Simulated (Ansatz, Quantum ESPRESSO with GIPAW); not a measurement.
## Solid-state NMR of Ca(BH4)2 by GIPAW

What would the 1H NMR spectrum of Ca(BH4)2 look like, and which site gives which line?

Calculated with Quantum ESPRESSO with GIPAW 8.0dev (patched build); DFT, PBEsol, plane-wave PAW (pslibrary 1.0.0 recipes), scalar-relativistic, GIPAW; a patched development version of the program.

### Step 1. The structure

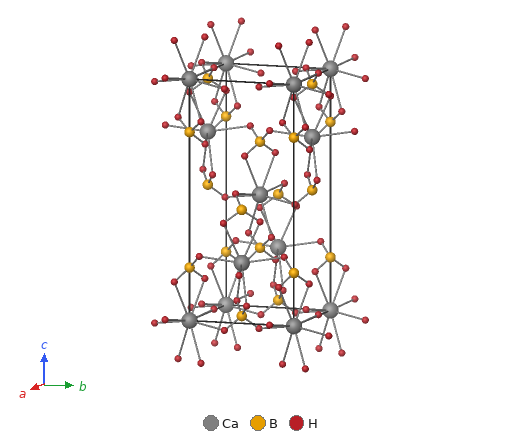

Start, viewed slightly off an axis; calcium grey, boron orange, hydrogen red. This picture shows the conventional cell, with its axes. Some periodic images of atoms are drawn too.

The cell is a computed entry of the Materials Project; it need not be the form that is stable at ambient conditions.

This structure had its atoms relaxed beforehand (DFT, PBEsol, plane-wave PAW (pslibrary 1.0.0 recipes), Quantum ESPRESSO with GIPAW), starting from the database entry, since shieldings follow bond lengths closely.

### Step 2. The SCF step

The shielding is a linear response of the occupied states, which this run provides. It is converged far beyond what an energy needs, since the response uses the wavefunctions themselves. No empty states are asked for: the response is solved without them. The mesh has a spacing of 0.38 Å⁻¹ at most, and the FFT grid is set by hand so that the symmetry maps it on itself, as gipaw.x requires. The PAW files were made with ld1.x from the pslibrary 1.0.0 recipes, with GIPAW reconstruction switched on.

The input, scf.in:

```
&control
  calculation = 'scf'
  prefix = 'x'
  outdir = './tmp/'
  pseudo_dir = './'
/
&system
  ibrav = 0
  nat = 22
  ntyp = 3
  ecutwfc = 55
  ecutrho = 330
  nbnd = 24
  nr1 = 96
  nr2 = 96
  nr3 = 96
/
&electrons
  conv_thr = 1.0d-10
  mixing_beta = 0.7
  electron_maxstep = 100
/
ATOMIC_SPECIES
  Ca 40.078 Ca.pbesol-spn-kjpaw_psl.1.0.0-gipaw.UPF
  B 10.810 B.pbesol-n-kjpaw_psl.1.0.0-gipaw.UPF
  H 1.008 H.pbesol-kjpaw_psl.1.0.0-gipaw.UPF
CELL_PARAMETERS angstrom
  -2.97086600 2.97086600 6.56294900
  2.97086600 -2.97086600 6.56294900
  2.97086600 2.97086600 -6.56294900
ATOMIC_POSITIONS crystal
  Ca 0.75000000 0.25000000 0.50000000
  Ca -0.00000000 0.00000000 -0.00000000
  B 0.96966835 0.46966835 0.50000000
  B 0.78033165 0.78033165 -0.00000000
  B 0.53033165 0.03033165 0.50000000
  B 0.21966835 0.21966835 0.00000000
  H 0.92121794 0.39573769 0.26610637
  H 0.82878206 0.59488843 0.97451975
  H 0.12963132 0.65511157 0.73389363
  H 0.62036868 0.85426231 0.02548025
  H 0.34488843 0.07878206 0.47451975
  H 0.40511157 0.37963132 0.23389363
  H 0.60426231 0.87036868 0.52548025
  H 0.14573769 0.17121794 0.76610637
  H 0.05985238 0.32093650 0.54623741
  H 0.69014762 0.73638503 0.76108412
  H 0.77469908 0.51361497 0.45376259
  H 0.97530092 0.92906350 0.23891588
  H 0.48638503 0.94014762 0.26108412
  H 0.26361497 0.02469908 0.95376259
  H 0.67906350 0.22530092 0.73891588
  H 0.07093650 0.30985238 0.04623741
K_POINTS automatic
  4 4 4 0 0 0
```

Run with:

```
> mpirun -np 4 pw.x -nk 4 -in scf.in > scf.out
```

The program printed:

```text
using ibrav=0 with symmetry is DISCOURAGED, use correct ibrav instead

     bravais-lattice index     =            0
     lattice parameter (alat)  =      14.7259  a.u.
     unit-cell volume          =    1563.5859 (a.u.)^3
     number of atoms/cell      =           22
     number of atomic types    =            3
     number of electrons       =        48.00
     number of Kohn-Sham states=           24
     kinetic-energy cutoff     =      55.0000  Ry
     charge density cutoff     =     330.0000  Ry
     scf convergence threshold =      1.0E-10
     mixing beta               =       0.7000
     number of iterations used =            8  plain     mixing
     Exchange-correlation= SLA-PW-PSX-PSC
                           (   1   4  10   8   0   0   0)
[...]
Ca               10.00    40.07800     Ca( 1.00)
     B                 3.00    10.81000     B ( 1.00)
     H                 1.00     1.00800     H ( 1.00)

      8 Sym. Ops. (no inversion) found ( 4 have fractional translation)
[...]
number of k points=    13
[...]
Dense  grid:   158431 G-vectors     FFT dimensions: (  96,  96,  96)

     Smooth grid:    86231 G-vectors     FFT dimensions: (  72,  72,  72)

     Check: negative core charge=   -0.000001

     Initial potential from superposition of free atoms

     starting charge      47.9895, renormalised to      48.0000
     Starting wfcs are   48 randomized atomic wfcs

     Self-consistent Calculation

     iteration #  1     ecut=    55.00 Ry     beta= 0.70
     Davidson diagonalization with overlap
     ethr =  1.00E-02,  avg # of iterations =  2.0

     total energy              =    -326.82413079 Ry
     estimated scf accuracy    <       1.94839770 Ry

     iteration #  2     ecut=    55.00 Ry     beta= 0.70
     Davidson diagonalization with overlap
     ethr =  4.06E-03,  avg # of iterations =  2.2

     total energy              =    -327.24655265 Ry
     estimated scf accuracy    <       0.18027109 Ry

     iteration #  3     ecut=    55.00 Ry     beta= 0.70
     Davidson diagonalization with overlap
     ethr =  3.76E-04,  avg # of iterations =  4.8

     total energy              =    -327.29338763 Ry
     estimated scf accuracy    <       0.01306385 Ry

[...]
total energy              =    -327.31141197 Ry
[...]
iteration # 12     ecut=    55.00 Ry     beta= 0.70
     Davidson diagonalization with overlap
     ethr =  3.79E-11,  avg # of iterations =  6.4

     total energy              =    -327.31141200 Ry
     estimated scf accuracy    <          4.6E-10 Ry

     iteration # 13     ecut=    55.00 Ry     beta= 0.70
     Davidson diagonalization with overlap
     ethr =  9.55E-13,  avg # of iterations =  8.5

     End of self-consistent calculation
     [one-electron energies left out]

!    total energy              =    -327.31141200 Ry
     total all-electron energy =     -2934.939874 Ry
     estimated scf accuracy    <          5.7E-11 Ry

     The total energy is the sum of the following terms:
     one-electron contribution =    -118.12755068 Ry
     hartree contribution      =      67.81504421 Ry
     xc contribution           =     -46.64712761 Ry
     ewald contribution        =     -93.64258232 Ry
     one-center paw contrib.   =    -136.70919559 Ry

     convergence has been achieved in  13 iterations
[...]
JOB DONE.
```

Elapsed: 65 s, on 4 MPI ranks of Intel Xeon Platinum 8488C (Sapphire Rapids), shared host; peak memory 1.3 GiB; 4.3 min of CPU time.

It converged in 13 cycles to an estimated accuracy of 6e-11 Ry, on 13 irreducible k-points.

### Step 3. Shieldings

The job finds the current that a weak uniform field induces (applied as a long wave, q_gipaw) and the field that this current makes at each nucleus. On atoms with p or d valence electrons much of the paramagnetic part arises close to the nucleus, where the PAW partial waves rebuild the true states. pawproj makes the reconstruction use the PAW data sets' own projectors.

The input, nmr.in:

```
&inputgipaw
  job = 'nmr'
  prefix = 'x'
  tmp_dir = './tmp/'
  restart_mode = 'from_scratch'
  verbosity = 'low'
  q_gipaw = 0.01
  spline_ps = .true.
  conv_threshold = 1.0d-11
  use_nmr_macroscopic_shape = .false.
  pawproj(1) = .true.
  pawproj(2) = .true.
  pawproj(3) = .true.
/
```

Run with:

```
> mpirun -np 4 gipaw.x -in nmr.in > nmr.out
```

The program printed:

```text
[banner, memory and clock lines left out]
[a note of our patched build left out]

     Parallelizing q-star over 1 images

     IMPORTANT: XC functional enforced from input :
     Exchange-correlation= PBESOL
                           (   1   4  10   8   0   0   0)
     Any further DFT definition will be discarded
     Please, verify this is what you really want

     Check: negative core charge=   -0.000001
[...]
projs nearly linearly dependent: l=0  n1,n2= 1, 2  s=  0.99168239
[...]
projs nearly linearly dependent: l=0  n1,n2= 1, 2  s=  0.99970544
[...]
alpha_pv=     76.6172 eV

     spline_ps is .false., expect some extrapolation errors

     q-space interpolation up to    66.00 Rydberg

     GIPAW job: nmr
     NMR macroscopic correction: no
[...]
Computing the magnetic susceptibility     isolve=0    ethr=  0.1000E-10
     Starting from scratch
     k-point #    1 of    13      pool #  1    cpu time:       2.7
[...]
End of magnetic susceptibility calculation

     f-sum rule (1st term):
           -48.6414         -0.0000         -0.0000
            -0.0000        -48.6414         -0.0000
             0.0000          0.0000        -48.6368

     f-sum rule (2nd term):
            -0.5569          0.0000          0.0000
             0.0000         -0.5569          0.0000
             0.0000          0.0000         -0.5601

     f-sum rule (should be   -49.1984):
           -49.1983         -0.0000         -0.0000
            -0.0000        -49.1983         -0.0000
             0.0000          0.0000        -49.1969

[... susceptibilities left out ...]
     Contributions to the NMR chemical shifts: -------------------------------

     Macroscopic shape contribution in ppm:                    0.00
             0.0000          0.0000          0.0000
             0.0000          0.0000          0.0000
             0.0000          0.0000          0.0000

     Core contribution in ppm:

     Atom  1  Ca  pos: (  0.000000  0.381243  0.421102)  core sigma:        1264.01
     Atom  2  Ca  pos: (  0.000000 -0.000000  0.000000)  core sigma:        1264.01
     Atom  3  B   pos: (  0.000000  0.381243  0.791113)  core sigma:         164.77
     Atom  4  B   pos: (  0.000000  0.000000  1.314397)  core sigma:         164.77
     Atom  5  B   pos: ( -0.000000  0.381243  0.051091)  core sigma:         164.77
     Atom  6  B   pos: (  0.000000  0.000000  0.370011)  core sigma:         164.77
     Atom  7  H   pos: ( -0.098884  0.301787  0.885030)  core sigma:           0.00
     Atom  8  H   pos: (  0.282358  0.460699  0.378277)  core sigma:           0.00
     Atom  9  H   pos: (  0.480127  0.079456  0.042825)  core sigma:           0.00
     Atom 10  H   pos: (  0.098884 -0.079456  1.220481)  core sigma:           0.00
     Atom 11  H   pos: (  0.079456  0.282358 -0.042825)  core sigma:           0.00
     Atom 12  H   pos: (  0.079456  0.098884  0.463928)  core sigma:           0.00
     Atom 13  H   pos: (  0.301787  0.098884  0.799379)  core sigma:           0.00
     Atom 14  H   pos: (  0.301787  0.282358 -0.378277)  core sigma:           0.00
     Atom 15  H   pos: (  0.307785  0.108713 -0.139341)  core sigma:           0.00
     Atom 16  H   pos: (  0.307785  0.272530  0.560444)  core sigma:           0.00
[...]
Atom 21  H   pos: (  0.108713  0.454700  0.139341)  core sigma:           0.00
     Atom 22  H   pos: (  0.108713 -0.073457  0.281761)  core sigma:           0.00

     Bare contribution in ppm:

     Atom  1  Ca  pos: (  0.000000  0.381243  0.421102)  bare sigma:          97.10
[...]
Atom  2  Ca  pos: (  0.000000 -0.000000  0.000000)  bare sigma:          97.10
[...]
Atom  3  B   pos: (  0.000000  0.381243  0.791113)  bare sigma:         -16.30
[...]
Atom  4  B   pos: (  0.000000  0.000000  1.314397)  bare sigma:         -16.30
[...]
Atom  5  B   pos: ( -0.000000  0.381243  0.051091)  bare sigma:         -16.30
[...]
Atom  6  B   pos: (  0.000000  0.000000  0.370011)  bare sigma:         -16.30
[...]
Atom  7  H   pos: ( -0.098884  0.301787  0.885030)  bare sigma:          23.54
[...]
Atom  8  H   pos: (  0.282358  0.460699  0.378277)  bare sigma:          23.54
[...]
Atom  9  H   pos: (  0.480127  0.079456  0.042825)  bare sigma:          23.54
[...]
Atom 10  H   pos: (  0.098884 -0.079456  1.220481)  bare sigma:          23.54
[...]
Atom 11  H   pos: (  0.079456  0.282358 -0.042825)  bare sigma:          23.54
[...]
Atom 12  H   pos: (  0.079456  0.098884  0.463928)  bare sigma:          23.54
[...]
Atom 13  H   pos: (  0.301787  0.098884  0.799379)  bare sigma:          23.54
[...]
Atom 14  H   pos: (  0.301787  0.282358 -0.378277)  bare sigma:          23.54
[...]
Atom 15  H   pos: (  0.307785  0.108713 -0.139341)  bare sigma:          23.23
[...]
Atom 16  H   pos: (  0.307785  0.272530  0.560444)  bare sigma:          23.23
[...]
Atom 11  H   pos: (  0.079456  0.282358 -0.042825)  para_oo sigma:           0.00
[...]
Atom 12  H   pos: (  0.079456  0.098884  0.463928)  para_oo sigma:           0.00
[...]
Atom 13  H   pos: (  0.301787  0.098884  0.799379)  para_oo sigma:           0.00
[...]
Atom 14  H   pos: (  0.301787  0.282358 -0.378277)  para_oo sigma:           0.00
[...]
Atom 15  H   pos: (  0.307785  0.108713 -0.139341)  para_oo sigma:           0.00
[...]
Atom 16  H   pos: (  0.307785  0.272530  0.560444)  para_oo sigma:           0.00
[...]
Atom 21  H   pos: (  0.108713  0.454700  0.139341)  para_oo sigma:           0.00
[...]
Atom 22  H   pos: (  0.108713 -0.073457  0.281761)  para_oo sigma:           0.00
[...]
Paramagnetic US L_R Q_R contribution in ppm:

     Atom  1  Ca  pos: (  0.000000  0.381243  0.421102)  para_lq sigma:         274.94
[...]
Atom  2  Ca  pos: (  0.000000 -0.000000  0.000000)  para_lq sigma:         274.94
[...]
Atom  3  B   pos: (  0.000000  0.381243  0.791113)  para_lq sigma:          -2.94
[...]
Atom  4  B   pos: (  0.000000  0.000000  1.314397)  para_lq sigma:          -2.94
[...]
Atom  5  B   pos: ( -0.000000  0.381243  0.051091)  para_lq sigma:          -2.94
[...]
Atom  6  B   pos: (  0.000000  0.000000  0.370011)  para_lq sigma:          -2.94
[...]
Atom  7  H   pos: ( -0.098884  0.301787  0.885030)  para_lq sigma:           0.00
[...]
Atom  8  H   pos: (  0.282358  0.460699  0.378277)  para_lq sigma:           0.00
[...]
Atom  9  H   pos: (  0.480127  0.079456  0.042825)  para_lq sigma:           0.00
[...]
Atom 10  H   pos: (  0.098884 -0.079456  1.220481)  para_lq sigma:           0.00
[...]
Atom 11  H   pos: (  0.079456  0.282358 -0.042825)  para_lq sigma:           0.00
[...]
Atom 12  H   pos: (  0.079456  0.098884  0.463928)  para_lq sigma:           0.00
[...]
Atom 13  H   pos: (  0.301787  0.098884  0.799379)  para_lq sigma:           0.00
[...]
Atom 14  H   pos: (  0.301787  0.282358 -0.378277)  para_lq sigma:           0.00
[...]
Atom 15  H   pos: (  0.307785  0.108713 -0.139341)  para_lq sigma:           0.00
[...]
Atom 16  H   pos: (  0.307785  0.272530  0.560444)  para_lq sigma:           0.00
[...]
Atom 21  H   pos: (  0.108713  0.454700  0.139341)  para_lq sigma:           0.00
[...]
Atom 22  H   pos: (  0.108713 -0.073457  0.281761)  para_lq sigma:           0.00
[...]
Total NMR chemical shifts in ppm: ---------------------------------------
     (adopting the Simpson convention for anisotropy and asymmetry)-----------

     Atom  1  Ca  pos: (  0.000000  0.381243  0.421102)  Total sigma:        1090.29
          1092.7864         -2.6359         -0.0000
             2.6359       1092.7864         -0.0000
            -0.0000         -0.0000       1085.3120

     Ca      1    anisotropy:     -7.47    eta:    0.0000
[...]
Atom  2  Ca  pos: (  0.000000 -0.000000  0.000000)  Total sigma:        1090.29
[... its tensor is left out ...]
     Atom  3  B   pos: (  0.000000  0.381243  0.791113)  Total sigma:         123.53
           125.9403         -4.8777          0.0000
            -4.7480        120.3699         -0.0000
            -0.0000          0.0000        124.2802

     B       3    anisotropy:     -8.90    eta:    0.7473
[...]
Atom  4  B   pos: (  0.000000  0.000000  1.314397)  Total sigma:         123.53
[... its tensor is left out ...]
     Atom  5  B   pos: ( -0.000000  0.381243  0.051091)  Total sigma:         123.53
[... its tensor is left out ...]
     Atom  6  B   pos: (  0.000000  0.000000  0.370011)  Total sigma:         123.53
[... its tensor is left out ...]
     Atom  7  H   pos: ( -0.098884  0.301787  0.885030)  Total sigma:          24.58
            25.8001          0.2977         -0.7809
             0.6860         23.4292         -1.1367
            -1.3761         -1.2583         24.5138

     H       7    anisotropy:      3.25    eta:    0.7860
[...]
Atom  8  H   pos: (  0.282358  0.460699  0.378277)  Total sigma:          24.58
[... its tensor is left out ...]
     Atom  9  H   pos: (  0.480127  0.079456  0.042825)  Total sigma:          24.58
[... its tensor is left out ...]
     Atom 10  H   pos: (  0.098884 -0.079456  1.220481)  Total sigma:          24.58
[... its tensor is left out ...]
     Atom 11  H   pos: (  0.079456  0.282358 -0.042825)  Total sigma:          24.58
[... its tensor is left out ...]
     Atom 12  H   pos: (  0.079456  0.098884  0.463928)  Total sigma:          24.58
[... its tensor is left out ...]
     Atom 13  H   pos: (  0.301787  0.098884  0.799379)  Total sigma:          24.58
[... its tensor is left out ...]
     Atom 14  H   pos: (  0.301787  0.282358 -0.378277)  Total sigma:          24.58
[... its tensor is left out ...]
     Atom 15  H   pos: (  0.307785  0.108713 -0.139341)  Total sigma:          24.27
            25.3427         -0.7941          0.8591
            -0.8336         23.2300         -0.6601
             0.3983         -0.0497         24.2375

     H      15    anisotropy:      2.48    eta:    0.6159
[...]
Atom 16  H   pos: (  0.307785  0.272530  0.560444)  Total sigma:          24.27
[... its tensor is left out ...]
     Atom 17  H   pos: (  0.073457  0.272530  0.702863)  Total sigma:          24.27
[... its tensor is left out ...]
     Atom 18  H   pos: (  0.073457  0.108713  1.402648)  Total sigma:          24.27
[... its tensor is left out ...]
     Atom 19  H   pos: (  0.272530 -0.073457  0.981546)  Total sigma:          24.27
[... its tensor is left out ...]
     Atom 20  H   pos: (  0.272530  0.454700 -0.560444)  Total sigma:          24.27
[... its tensor is left out ...]
     Atom 21  H   pos: (  0.108713  0.454700  0.139341)  Total sigma:          24.27
[... its tensor is left out ...]
     Atom 22  H   pos: (  0.108713 -0.073457  0.281761)  Total sigma:          24.27
[... its tensor is left out ...]
```

It took 10 min on 4 MPI ranks; peak memory 0.91 GiB; 40 min of CPU time.

The f-sum rule is met to 0.0015 of 49.2 (0.003 %). Converged shieldings require that this miss be small, but a small miss does not prove them.

From the symmetric part of each tensor, with principal values σ11 ≤ σ22 ≤ σ33: σ_iso is their mean, the span is σ33 − σ11 and the skew 3(σ_iso − σ22)/span. (gipaw.x prints an anisotropy in another convention.)

| site | atom no. | atoms in cell | σ_iso (ppm) | span (ppm) | skew |
| --- | --- | --- | --- | --- | --- |
| Ca | 1 | 2 | 1090 | 7 | -1.00 |
| B | 3 | 4 | 123.5 | 11.1 | -0.20 |
| H(1) | 7 | 8 | 24.58 | 4.10 | 0.17 |
| H(2) | 15 | 8 | 24.27 | 2.98 | 0.32 |

The macroscopic shape term is switched off. For a spherical sample the valence susceptibility of this run would add about 5 ppm to every site, a rough estimate, since the susceptibility converges slowly and lacks part of the PAW terms. Differences within the crystal don't depend on it, but shieldings of different compounds can't be compared to better than a few ppm without it.

An axis of order three or more runs through Ca, so two principal values coincide and the skew is ±1. In this run the largest span is that of B (site symmetry 2), with principal values 117.6, 124.3 and 128.7 ppm.

(Part 1 of 2 ends here.)

[Banner, clock, file and message-heading lines were taken out of the pw.x and gipaw.x logs.]

[Logs are printed without paths, hosts, clocks, repeated set-up lines and the standing remarks that a program may print on its own settings, such as how far it seeks lower states.]

[Hosts, paths, dates, database ids (printed as entryN), source tags and the programs' standing remarks are cut or masked in the printed files.]

[Where no reference line passes its bar on scatter, no shift is given, so a measured shift of this compound may stand uncompared.]
